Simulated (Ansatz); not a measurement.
Start from CsSnI3 in the cubic perovskite structure (space group Pm-3m, No. 221; a = 6.131 Å).

Structures relaxed with plane-wave PAW DFT at the PBEsol level (Ansatz, a first-principles code, 420 eV), scalar-relativistic without spin-orbit coupling.

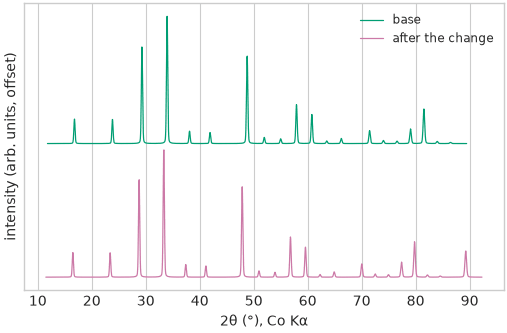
Figure: Simulated powder patterns before (top) and after one change

Problem. Which change produced these results?
A. isotropic strain +2.40 %
B. isotropic strain +1.20 %
C. isotropic strain +0.60 %
D. isotropic strain +1.80 %

Solution. D, isotropic strain +1.80 %. Its volume per atom is 48.61 Å³ against 46.08 Å³, and its space group is Pm-3m (No. 221).

Stability against distortions was not tested. Many cubic perovskites are stable only at high temperature; tilts and polar distortions were not tested.
